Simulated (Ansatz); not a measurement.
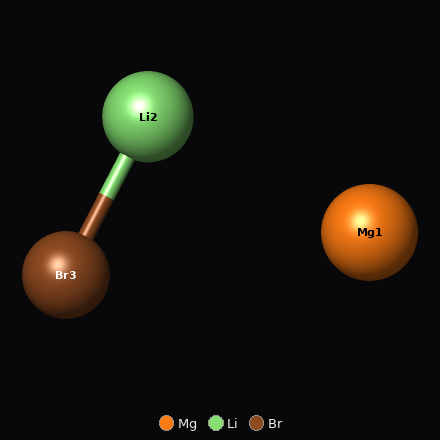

The system is Mg + LiBr; the picture shows the reference structure. The first coordinate is: distance Mg1–Li2; the second: distance Li2–Br3. Nothing is relaxed (the angle Mg1–Li2–Br3 is fixed at 90 degrees). The grid has 12 × 12 points. Points are written as (first, second). All energies are given in kcal/mol relative to Mg far from the relaxed LiBr (each part in its own basis). The restricted reference is unstable at some or all points, so the energies there are unreliable. Theory: Ansatz 0.2.0, RHF-MP2, frozen core/def2-TZVPD.

Its coordinates:

```xyz
3

Mg   -3.0410    0.0000    0.0000
Li    0.0000    0.0000    0.0000
Br    0.0000    2.1580    0.0000
```

Range: distance Mg1–Li2 from 2.152 to 3.752 Å; distance Li2–Br3 from 1.984 to 3.584 Å.

Q: Predict the map.

A: The lowest grid point is at (3.041 Å, 2.158 Å), −4.0 kcal/mol from Mg far from the relaxed LiBr (each part in its own basis). It is the only kind of minimum in the scanned range. The highest grid point, (2.152 Å, 3.584 Å), lies 53.9 kcal/mol above the lowest.

```tsv
distance Li2–Br3 ↓, distance Mg1–Li2 →	2.152	2.223	2.326	2.448	2.582	2.726	2.880	3.041	3.210	3.385	3.566	3.752
3.584	49.9	45.9	41.5	37.9	35.4	34.1	33.5	33.6	34.2	35.0	36.0	37.0
3.398	44.4	40.5	36.2	32.6	30.2	28.8	28.3	28.4	28.9	29.7	30.7	31.6
3.217	38.7	34.9	30.6	27.1	24.8	23.4	22.9	22.9	23.4	24.2	25.0	25.9
3.042	32.8	29.1	24.9	21.5	19.2	17.9	17.3	17.3	17.8	18.5	19.3	20.1
2.873	26.9	23.3	19.2	15.9	13.6	12.3	11.8	11.8	12.2	12.8	13.5	14.3
2.712	21.3	17.7	13.8	10.6	8.4	7.1	6.5	6.5	6.8	7.4	8.1	8.8
2.558	16.2	12.8	9.0	5.9	3.7	2.4	1.8	1.8	2.1	2.6	3.2	3.8
2.414	12.3	9.0	5.3	2.2	0.1	−1.2	−1.8	−1.9	−1.6	−1.2	−0.7	−0.1
2.280	10.0	6.7	3.1	0.1	−2.0	−3.2	−3.8	−4.0	−3.8	−3.4	−3.0	−2.5
2.158	9.8	6.6	3.0	0.1	−2.0	−3.2	−3.8	−4.0	−3.9	−3.6	−3.2	−2.7
2.055	11.8	8.7	5.2	2.3	0.3	−1.0	−1.6	−1.8	−1.7	−1.5	−1.1	−0.8
1.984	14.9	11.8	8.3	5.5	3.5	2.2	1.6	1.3	1.4	1.6	1.9	2.3
```

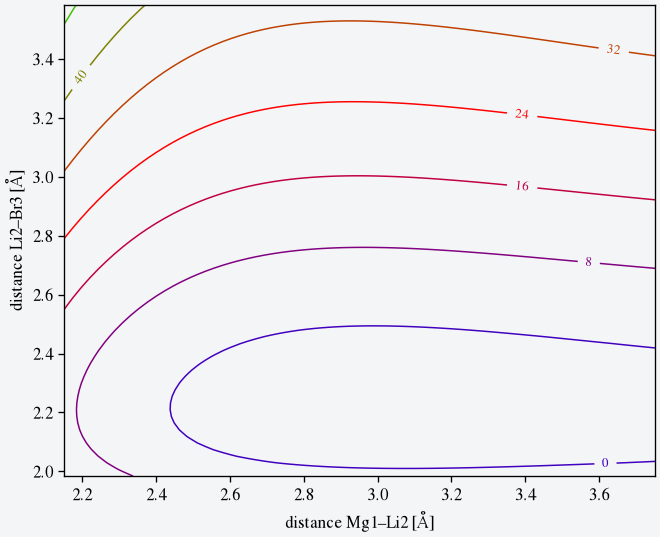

The picture shows contour lines labelled in kcal/mol. Between grid points the surface is interpolated.

The whole map (144 points run) took 12 min on 1 thread of Arm Neoverse V1 (shared host).
